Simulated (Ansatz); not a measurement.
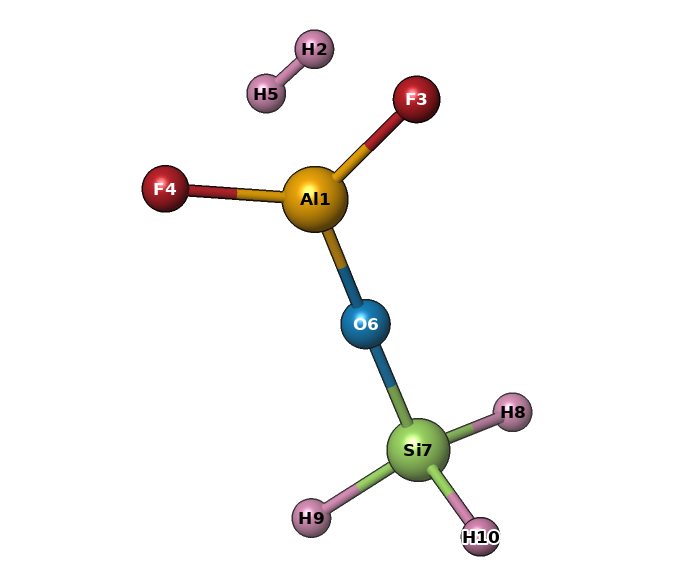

Numbered structure. Computed geometry: PBE0-D4/def2-TZVP optimisation.

> What is the geometry at Si7?

Si7 has 4 neighbours (O6 at 1.63, H8 at 1.49, H9 at 1.49, H10 at 1.49 Å); the arrangement is tetrahedral.

> Describe the coordination of atom 6.

O6 has 2 neighbours (Al1 at 1.66, Si7 at 1.63 Å); the arrangement is linear.

> What is the geometry at Al1?

Al1 has 3 neighbours (F3 at 1.64, F4 at 1.64, O6 at 1.66 Å); the arrangement is trigonal planar.
